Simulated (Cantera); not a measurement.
Feed: 1 mol CaCl₂, 0.032 mol HCl, 2.5 mol N₂, equilibrated at 75.0 Torr.

Equilibrium computed with Cantera from the NASA thermochemical tables; the gas is ideal and each condensed phase is pure. Candidate condensed phases: Ca, CaCl₂, NH₄Cl; 16 gas species. Equilibrium is a limit: real reactors are often held back by kinetics, nucleation or transport.

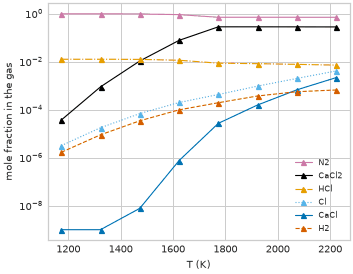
*Equilibrium gas composition (values under 1e-9 drawn at 1e-9)*

From 1173 K to 1623 K the condensed part is CaCl₂(l). From 1773 K to 2223 K nothing is condensed. The main Ca-bearing gas is CaCl₂ throughout.
